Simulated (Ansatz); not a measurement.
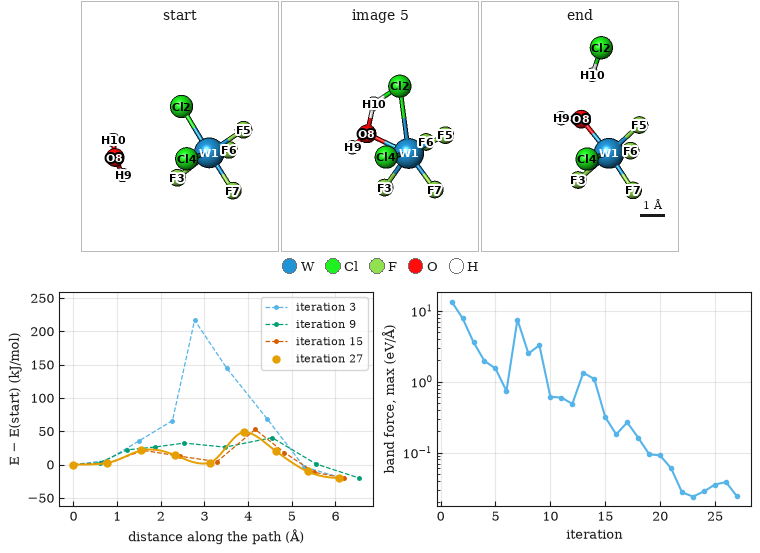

A nudged-elastic-band calculation for WH2OCl2F4, made up at the start of WCl$_{2}$F$_{4}$ and H$_{2}$O. Images are numbered from 0 (start) to 8 (end). The plot follows the band through its iterations. The picture is a ball-and-stick view, seen at a tilt.

Theory: RKS PBE/def2-SVP (Ansatz). Run with 7 movable images; climbing image; force threshold 0.03 eV/Å; iteration limit 60; spring constant 0.1 eV/Å²; starting path through a guess of the saddle point.

**How did the profile develop, and is the result final?**

The run is converged, with reservations. The band converged in 27 iterations. The largest component of the band force went from 14 to 0.024 eV/Å. The climbing image converged on the top of the path. Its curvatures weren't checked. The spring constant is far from the usual few eV/Å², which spoils the spacing or the steps. The first iteration put the highest image at 800.6 kJ/mol. Forward barrier 48.7 kJ/mol, backward barrier 68.7 kJ/mol, with image 5 at the top; the reaction energy is −20.0 kJ/mol. The profile has 2 maxima (images 2, 5) with a dip at image 4 (+2.9 kJ/mol), so the process runs in steps.

Limits of the set-up: the start holds two separate molecules, 2.3 Å apart at their closest, whose relative position is a soft coordinate and is computed without a dispersion correction.

The run took 8.6 min on 4 threads of Arm Neoverse V1, with other jobs on the host, peak memory 0.26 GiB.
